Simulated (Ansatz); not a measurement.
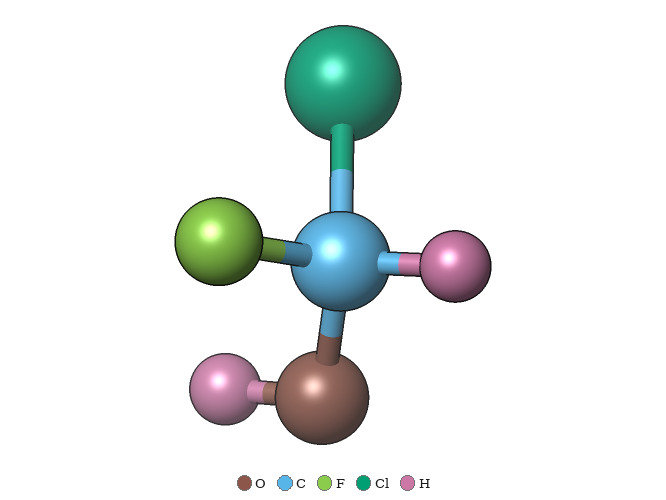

A ball-and-stick model of a molecule. Every bond is drawn as one stick, whatever its order.

The computed structure is the end point of a PBE0-D4/def2-TZVP optimisation.

**What is the molecular formula?**

CH2ClFO, 6 atoms: 1 carbon, 2 hydrogen, 1 chlorine, 1 fluorine and 1 oxygen.

**Count the bonded pairs by element.**

1 C–O, 1 C–F, 1 C–Cl, 1 O–H, 1 C–H.

**Which point group does it belong to?**

C1.

**How many sets of symmetry-equivalent atoms are there?**

6: 1 O, 1 C, 1 F, 1 Cl, 1 H, 1 H.

**Write the SMILES.**

O[C@H](F)Cl

The parts below concern this one geometry. Atoms keep their numbers from picture to picture.

**Shape**

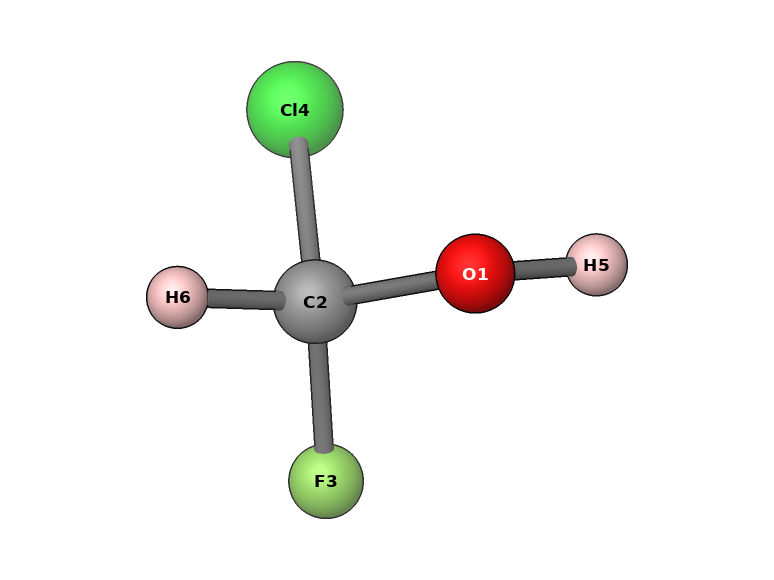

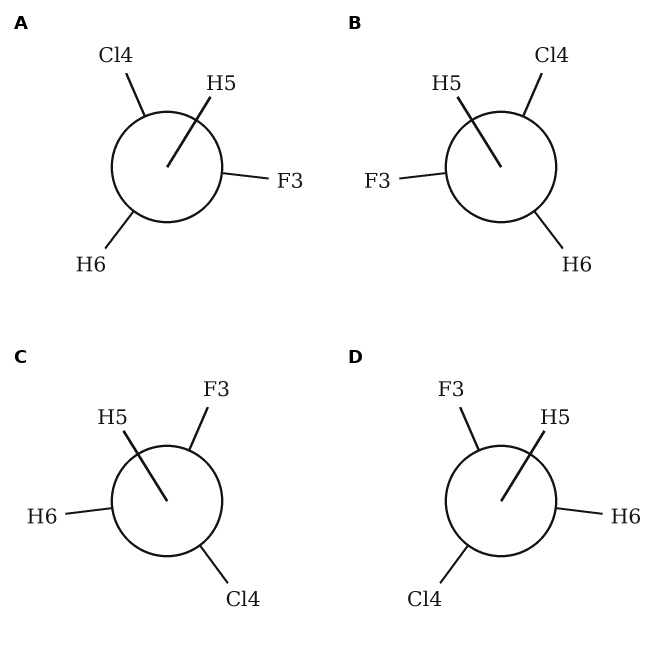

Depth is shown by fading: the farther an atom, the more it takes the colour of the background. Bonds that would overlap in a projection are set slightly apart.

**Which Newman projection shows the view along O1–C2, with O1 in front?**

A. The torsion angle H5–O1–C2–Cl4 is −55°, synclinal (gauche).

**Vibrations**

Harmonic vibrations computed with RKS PBE0-D4/def2-TZVP (Ansatz 0.2.0) at a stationary point of the same level.

**List the wavenumbers.**

12 modes: 315, 381, 458, 595, 741, 1051, 1181, 1272, 1343, 1422, 3162, 3812 cm⁻¹.

**Levels of theory compared**

Program: Ansatz 0.2.0.

Tabulate HOMO–LUMO gap (eV), HOMO energy (eV) at these levels: B3LYP-D4/def2-TZVPP; B97M-V/def2-TZVPP; BHLYP-D4/def2-TZVPP; HSE06 (plane-wave form)-D4/def2-TZVPP; PBE-D4/def2-TZVPP; SPW92 (LDA)/def2-TZVPP; r2SCAN-D4/def2-TZVPP; r2SCANh-D4/def2-TZVPP; ωB97M-V/def2-QZVPP; ωB97M-V/def2-SVP.

```csv
level,HOMO–LUMO gap (eV),HOMO energy (eV)
B3LYP-D4/def2-TZVPP,8.92,−8.80
B97M-V/def2-TZVPP,7.71,−8.01
BHLYP-D4/def2-TZVPP,11.95,−10.52
HSE06 (plane-wave form)-D4/def2-TZVPP,8.75,−8.67
PBE-D4/def2-TZVPP,6.86,−7.50
SPW92 (LDA)/def2-TZVPP,6.79,−7.68
r2SCAN-D4/def2-TZVPP,7.55,−7.89
r2SCANh-D4/def2-TZVPP,8.54,−8.47
ωB97M-V/def2-QZVPP,13.25,−11.49
ωB97M-V/def2-SVP,14.35,−11.17
```

**Thermal motion**

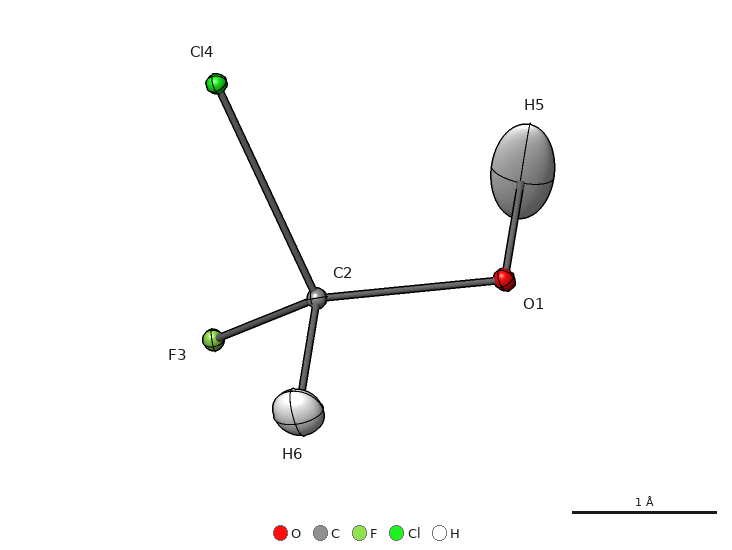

Displacement ellipsoids at the 50 % level, from the internal vibrations of the free molecule (harmonic, no overall translation or rotation; no half-axis is drawn under 0.075 Å). Vibrations computed with RKS PBE0-D4/def2-TZVP (Ansatz 0.2.0). Temperature: 600 K.

Give the displacement parameters, one line for each set of equivalent atoms.

```
atom  U_eq (Å²)   rms amplitudes (Å)
  O1     0.0017  0.014, 0.039, 0.057
  C2     0.0019  0.040, 0.043, 0.045
  F3     0.0016  0.015, 0.038, 0.056
 Cl4    0.00068  0.007, 0.025, 0.037
  H5     0.0478  0.066, 0.143, 0.344
  H6     0.0121  0.082, 0.117, 0.126
```
